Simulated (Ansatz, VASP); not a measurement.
## Cu (Copper) in two plane-wave programs

Wanted: the spread between two codes on one cell, functional and k mesh. The cell is a member of a volume series, scaled by 0.94 from a relaxed one, so a pressure remains.

Main program and level: Ansatz 0.2.0; plane waves, with VASP 6.6.1 beside it; single point at PBE.

## Step 1: The structure

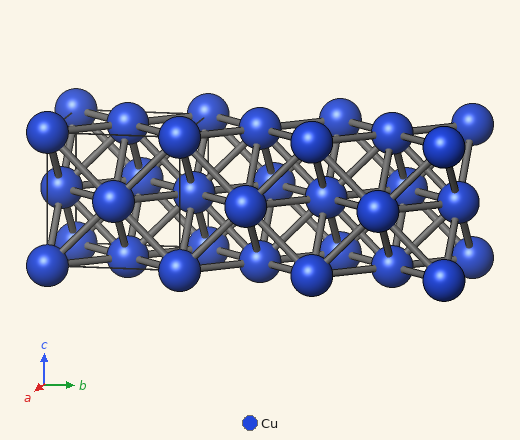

The cell as given, slightly off an axis (copper blue). 1×3×1 cells are drawn. This picture shows the conventional cell, with its axes. Some periodic images of atoms are drawn too.

## Step 2: Ansatz: single point, PBE

Ansatz runs on its default PAW (the set named soft_2) files.

A single point gives forces, pressure and levels at one fixed geometry, so differences don't come from the geometry; what else differs is listed under the comparison.

The input, input.yaml:

```yaml
crystal:
  lattice:
    - [0.0, 1.7771327166, 1.7771327166]
    - [1.7771327166, 0.0, 1.7771327166]
    - [1.7771327166, 1.7771327166, 0.0]
  atoms:
    - { symbol: Cu, position: [0.0, 0.0, 0.0] }
hamiltonian:
  xc: pbe
  pseudopotentials: { kind: paw }
kpoints:
  mp_grid: { grid: [9, 9, 9] }
scf:
  occupations: { method: methfessel_paxton, width: 0.2 }
  n_extra_bands: 4
output:
  forces: true
  stress: true
  eigenvalues: true
```

On the command line:

```bash
$ ansatz run input.yaml --threads 2 --pin off --max-ram 4608MiB --backend cpu --events-out ev --progress --plain --runs-dir out
```

Numbers of over 12 decimals in the logs are rounded to 6 here.

The program printed:

```text
scf.n_extra_bands = 4 over 10 filled bands (N_el = 19.0): the run solves 14 bands
Engine: ansatz 0.2.0, aarch64-unknown-linux-gnu
Pseudopotentials: kind: paw
Pseudopotential: Cu, paw, valence charge 19, recommended cutoff 420 eV (normal), Cu.paw.azcp
Functional definition: PBE
  parameter kappa = 0.804
  parameter beta = 0.066725
  exchange = pbe_x(kappa = kappa, mu = beta*pi^2/3)
  correlation = pbe_c(beta = beta)
Crystal: 1 atoms, lattice volume = 11.225 Å³
Basis set: ecut = 420 eV, 229 PW (Γ), exchange–correlation on 36×36×36 points (8 copies of the dense FFT grid, shifted against one another)
Bands: 14, of which v1, the nominal top of the filled ones, is band 10 counted from 1 (9 counted from 0)
Symmetry: 48 space group operations
Space group: Fm-3m (ITA 225), of the structure as read, at distance tolerance 2.2e-5 Å
k-points: 35 of 729
Non-local potential: Cu, projectors of the file, l = 0: 3, l = 1: 2, l = 2: 3, l = 3: 1
PAW form: soft (Blöchl's): semilocal exchange-correlation on the pseudo side does not see the compensation charge
PAW one-centre angular grid: Cu, 590 points (default); XC on 64 Gauss nodes
Initial density: superposition of atomic densities (neutral atoms: chi_scale 0, normalization atom), corrected by the library's trained network
Initial wavefunctions: pseudopotential atomic-orbital guess
Functional: x = pbe(κ = 0.804, μ = 0.219515), c = pbe(β = 0.066725)
SCF iter   1: F=—  HF=-6625.164628 eV  |F-HF|=—  |Δ(HF+E_count)|=         —  Δρ=2.16e-3  dr2=3.49e-4  ethr=1.77e-3  ⟨swp⟩=4.9  Hψ=2365  notcnv=0
preconditioner: auto → none  [insulator: Δε(μ)=0.305 eV  Ē_g=17.657 eV  σ=0.200 eV  W_gap=0.95  n_scr=0 (ndim 8)  ℏωp=36.8 eV  f_vac=0.000  D(μ)=0.18/eV (n_scr^D=0)  ε∞_Penn≈5.3]
SCF iter   2: F=—  HF=-6625.164705 eV  |F-HF|=—  |Δ(HF+E_count)|=   7.73e-5  S|Δr|=    0.00e0  Δρ=5.98e-4  dr2=2.31e-5  ethr=1.84e-6  ⟨swp⟩=2.3  Hψ=977  notcnv=0
SCF iter   3: F=—  HF=-6625.164713 eV  |F-HF|=—  |Δ(HF+E_count)|=   8.33e-6  S|Δr|=    0.00e0  Δρ=2.63e-4  dr2=4.98e-6  ethr=1.22e-7  ⟨swp⟩=2.1  Hψ=729  notcnv=0
SCF iter   4: F=-6625.164714 eV  HF=-6625.164714 eV  |F-HF|=3.25e-10  |Δ(HF+E_count)|=   1.24e-6  S|Δr|=    0.00e0  Δρ=2.07e-5  dr2=1.79e-8  ethr=5.26e-10  ⟨swp⟩=3.6  Hψ=2068  notcnv=0
SCF 1 converged in 4 iterations: F = -6625.164714 eV  dr2 = 1.79e-8
  greatest PAW one-centre occupation: 1.000 electrons in one spin orbital (limit 2), on the Cu atom at site 0 (counted from 0), in its partial waves of l = 0
SCF converged after 4 iterations
Stability not checked: this state was not tested for a lower state beside it, because cold or Methfessel-Paxton smearing, or corrected tetrahedra, fill the levels in a way that the test cannot read (fill_not_monotonic; see scf.lower_state_search)
Free energy (F): -6625.164714 eV
Harris-Foulkes:  -6625.164714 eV  (|F-HF|=3.25e-10)
Internal energy: -6625.165266 eV  (E = F + TS)
E sigma→0 (E₀):  -6625.164852 eV
Entropy (-TS):   0.000551 eV (0.551 meV/atom)
Fermi energy:    17.929017 eV
--- Per-component energies (eV) ---
  E_band       = -340.553577
  E_kinetic    = 300.693475
  E_local      = -3956.379382  (includes V_loc(G=0)·N_el)
  E_nonlocal   = 389.196474
  E_hartree    = 1746.345233
  E_xc         = -90.070353
  E_vxc        = -116.272428  (∫ρ·V_xc dr)
  E_paw        = -1662.168109  (= ΣΔE_a)
  E_vpaw       = -450.490106  (= ΣTr[D̂ρ^β])
  E_aug_tail   = 0.000226  (compensation charges beyond the density's cutoff)
  E_ewald      = -3352.782829
  E_smearing   = 0.000551  (= −TS)
  E_closure    = 0.000000  (closes the sum)
  Σ components = -6625.164714   (vs F -6625.164714, Δ=0.00e0)
--- Forces (eV/Å), atoms counted from 1 ---
  atom   1  Cu     0.00000000     0.00000000     0.00000000
  max |Σ_I F_I| component: 3.62e-31 eV/Å
--- Stress (GPa, compression-positive) ---
       10.486427      -0.000000       0.000000
       -0.000000      10.486427      -0.000000
        0.000000       0.000000      10.486427
  P = ⅓ Tr σ = 10.4864 GPa (104.864 kbar)
--- Band table (eV; the first three rows and the last of 35) ---
  k-point 0: bands = [... 6 lower, 14.7380, 14.7380, 15.6397, 15.6397, 40.9099, 43.8032, 43.8032, 43.8032]
  k-point 1: bands = [... 6 lower, 14.8221, 14.8221, 15.6109, 15.6109, 37.9295, 41.6896, 42.7600, 42.7600]
  k-point 2: bands = [... 6 lower, 14.9165, 14.9165, 15.6711, 15.6711, 32.1373, 41.0446, 41.5842, 41.5842]
  k-point 34: bands = [... 6 lower, 14.3213, 15.6233, 16.3496, 22.1503, 25.3013, 27.2632, 28.1238, 45.3095]
```

Run time: 0.69 s. Hardware: 2 threads of Arm Neoverse N1, shared host; peak memory 0.24 GiB; 0.95 s of CPU time.

In the SCF lines HF is the Harris–Foulkes energy and dr2 the Hartree energy of the density residual, in eV; the loop may stop once dr2 is under the threshold and the program's other checks hold. Hψ counts applications of the Hamiltonian.

The run ends at a pressure of 10.49 GPa.

## Step 3: VASP: single point, PBE

The same cell, functional, mesh and smearing now go to VASP, with its own data sets and cutoff.

Lines of VASP's logs that name or quote its potential files are left out, and so is its time.

The input, INCAR:

```
SYSTEM = Cu
PREC = Accurate
ENCUT = 400
EDIFF = 1E-06
NELM = 100
ISMEAR = 1
SIGMA = 0.2
LREAL = .FALSE.
ALGO = Normal
GGA = PE
NBANDS = 11
LASPH = .TRUE.
LORBIT = 11
LWAVE = .FALSE.
LCHARG = .FALSE.
KPAR = 2
ISIF = 2
```

The input, POSCAR:

```
Cu
1.0
    0.0000000000      1.7771327166      1.7771327166
    1.7771327166      0.0000000000      1.7771327166
    1.7771327166      1.7771327166      0.0000000000
Cu
1
Direct
    0.0000000000      0.0000000000      0.0000000000
```

The input, KPOINTS:

```
Automatic mesh
0
Gamma
9 9 9
0 0 0
```

PAW data sets: Cu (PBE family, release 64).

On the command line:

```bash
$ mpirun -np 2 vasp_std
```

The program printed:

```text
[banner, memory and clock lines left out]
running    2 mpi-ranks, on    1 nodes
 distrk:  each k-point on    1 cores,    2 groups
 distr:  one band on    1 cores,    1 groups

 POSCAR found type information on POSCAR Cu
 POSCAR found :  1 types and       1 ions
 LDA part: xc-table for (Slater+PW92), standard interpolation
 POSCAR, INCAR and KPOINTS ok, starting setup
 FFT: planning ... GRIDC
 FFT: planning ... GRID_SOFT
 FFT: planning ... GRID
 WAVECAR not read
 entering main loop
       N       E                     dE             d eps       ncg     rms          rms(c)
DAV:   1     0.354641221681E+02    0.35464E+02   -0.48383E+03   867   0.141E+03
DAV:   2    -0.382073396633E+01   -0.39285E+02   -0.36122E+02   782   0.185E+02
DAV:   3    -0.462926708875E+01   -0.80853E+00   -0.80173E+00   887   0.336E+01
DAV:   4    -0.463349380408E+01   -0.42267E-02   -0.42264E-02   866   0.213E+00
DAV:   5    -0.463353553658E+01   -0.41733E-04   -0.41732E-04   882   0.208E-01    0.775E+00
DAV:   6    -0.406088437635E+01    0.57265E+00   -0.14558E+01   893   0.768E+01    0.363E+00
DAV:   7    -0.373009962385E+01    0.33078E+00   -0.21744E+00   893   0.295E+01    0.606E-01
DAV:   8    -0.371805509351E+01    0.12045E-01   -0.46469E-03   846   0.966E-01    0.301E-01
DAV:   9    -0.371645428292E+01    0.16008E-02   -0.97840E-03   928   0.184E+00    0.264E-02
DAV:  10    -0.371645876051E+01   -0.44776E-05   -0.36119E-05  1123   0.102E-01    0.632E-03
DAV:  11    -0.371645776566E+01    0.99485E-06   -0.38530E-07   561   0.116E-02
   1 F= -.37164578E+01 E0= -.37166314E+01  d E =0.520838E-03
```

Parts of OUTCAR (step 3):

```text
ion  position               nearest neighbor table
   1  0.000  0.000  0.000-

  LATTYP: Found a face centered cubic cell.
 ALAT       =     3.5542654332

 Subroutine GETGRP returns: Found 48 space group operations
 (whereof 48 operations were pure point group operations)

The static configuration has the point symmetry O_h .

 Found     35 irreducible k-points:

   k-points           NKPTS =     35   k-points in BZ     NKDIM =     35   number of bands    NBANDS=     11

   dimension x,y,z NGX =    16 NGY =   16 NGZ =   16
   dimension x,y,z NGXF=    32 NGYF=   32 NGZF=   32

   ENCUT  =  400.0 eV  29.40 Ry    5.42 a.u.   4.10  4.10  4.10*2*pi/ulx,y,z

   NELECT =      11.0000    total number of electrons

 k-points in reciprocal lattice and weights: Automatic mesh
   0.00000000  0.00000000  0.00000000       0.001
   0.11111111  0.00000000  0.00000000       0.011
   0.22222222  0.00000000  0.00000000       0.011
   0.33333333  0.00000000  0.00000000       0.011
   0.44444444  0.00000000  0.00000000       0.011
   0.11111111  0.11111111  0.00000000       0.008
   0.22222222  0.11111111  0.00000000       0.033
   0.33333333  0.11111111  0.00000000       0.033
   0.44444444  0.11111111  0.00000000       0.033
[...]
-0.33333333  0.44444444  0.11111111       0.033
  -0.33333333  0.44444444  0.22222222       0.033

 average (electrostatic) potential at core
       1 -63.1635

 E-fermi :   8.2778

 k-point     1 :       0.0000    0.0000    0.0000
  band No.  band energies     occupation
    ...
      2       5.0558      2.00000
      3       5.0558      2.00000
      4       5.0558      2.00000
      5       5.9448      2.00000
      6       5.9448      2.00000
      7      31.2344      0.00000
      8      34.2748      0.00000
      9      34.2748      0.00000
     10      34.2748      0.00000
     11      36.8214      0.00000

 k-point     2 :       0.1111    0.0000    0.0000
  band No.  band energies     occupation
    ...
      2       4.9579      2.00000
      3       5.1385      2.00000
      4       5.1385      2.00000
      5       5.9158      2.00000
      6       5.9158      2.00000
      7      28.3200      0.00000
      8      32.0622      0.00000
      9      33.2328      0.00000
     10      33.2328      0.00000
     11      38.4292      0.00000

 k-point     3 :       0.2222    0.0000    0.0000
  band No.  band energies     occupation
    ...
      2       4.7870      2.00000
      3       5.2314      2.00000
      4       5.2314      2.00000
      5       5.9744      2.00000
      6       5.9744      2.00000
      7      22.5144      0.00000
      8      31.3958      0.00000
      9      32.0601      0.00000
     10      32.0601      0.00000
     11      38.2459      0.00000

  Total        0.7188267      0.7188267      0.7188267      0.0000000      0.0000000      0.0000000
  in kB      102.5994839    102.5994839    102.5994839      0.0000000      0.0000000      0.0000000
  external PRESSURE =     102.5994839 kB  Pullay stress =       0.0000000 kB

  energy-cutoff  :      400.00
  volume of cell :       11.23
      direct lattice vectors                 reciprocal lattice vectors
     0.000000000  1.777132717  1.777132717    -0.281352088  0.281352088  0.281352088
     1.777132717  0.000000000  1.777132717     0.281352088 -0.281352088  0.281352088
     1.777132717  1.777132717  0.000000000     0.281352088  0.281352088 -0.281352088

 POSITION                                       TOTAL-FORCE (eV/Angst)
 -----------------------------------------------------------------------------------
      0.00000      0.00000      0.00000         0.000000      0.000000      0.000000
 -----------------------------------------------------------------------------------
    total drift:                                0.000000     -0.000000     -0.000000

  FREE ENERGIE OF THE ION-ELECTRON SYSTEM (eV)
  ---------------------------------------------------
  free  energy   TOTEN  =        -3.7164577657 eV

  energy  without entropy=       -3.7169786041  energy(sigma->0) =       -3.71663138

 total charge
# of ion       s       p       d       tot
------------------------------------------
    1        0.468   0.418   9.179  10.064

[... 3 further parts left out ...]
```

The run ends at a pressure of 10.26 GPa.

## Step 4: Differences

Known differences besides the PAW data sets themselves: the data sets hold 19 valence electrons in Ansatz (default PAW (the set named soft_2) files) and 11 in VASP; the cutoff is 420 eV in Ansatz and 400 eV in VASP. Total energies have different zeros and are not compared.

Compared:

```csv
quantity,Ansatz,VASP,difference
pressure (GPa),10.49,10.26,+0.23
```

Ansatz's pressure holds a Pulay correction of 0.15 GPa; VASP's holds none.

## Step 5: Further runs

An all-electron run, which needs no data sets, serves as referee.

```csv
run,difference in pressure (GPa)
as above,0.23
Ansatz's all-electron LAPW method,0.20
```

## Step 6: Outcome

| Property | Result |
| --- | --- |
| difference in pressure (single point, PBE, volume scaled by 0.94) | 0.23 GPa |

**Reading.** The difference in pressure is 0.23 GPa (single point, PBE), within the 1 GPa picked in this series as the mark of a large difference. For single point, PBE: no further run halves the difference in pressure; only Ansatz's side was varied. The all-electron run, which needs no data set, lies 0.20 GPa from VASP and 0.028 GPa from Ansatz's PAW result, so it sides with Ansatz. Differences of this kind measure data sets and numerical settings, not the functional's error against experiment.

[Lines on the potential files, build, host, timing and source positions are cut from VASP's logs without a mark.]

[Logs are printed without paths, hosts, clocks, repeated set-up lines and the standing remarks that a program may print on its own settings, such as how far it seeks lower states.]

[Hosts, paths, dates, database ids (printed as entryN), source tags and the programs' standing remarks are cut or masked in the printed files.]
